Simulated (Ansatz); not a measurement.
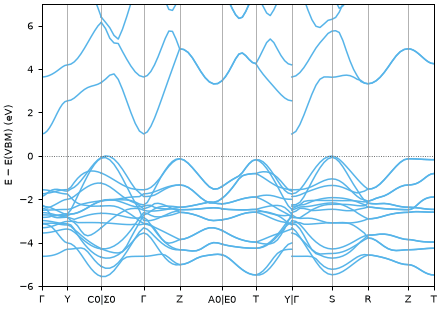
*Band structure from plane-wave PAW r²SCAN (Ansatz code)*

Problem. Read off the gap and where the band edges lie.

Solution. About 1.0 eV (1.01 eV by a search for the band edges); maximum on the Σ0–Γ line, 12 % of the way from Σ0, minimum at Γ.

The material is AgCl in space group Cmcm (No. 63; Ag on 4c, Cl on 4c).

The first step of the workflow began from a Materials Project structure, measured or hypothetical; the Crystallography Open Database copy checked does not list it. It is not the phase usual at ambient conditions (space group No. 225). Symmetry was held in the r²SCAN relaxation; its stability against distortions is not shown here. No spin polarisation was allowed. Scalar-relativistic: spin–orbit coupling is off unless named, which matters more the heavier the elements.

Potentials: the later of the program's two PAW sets.
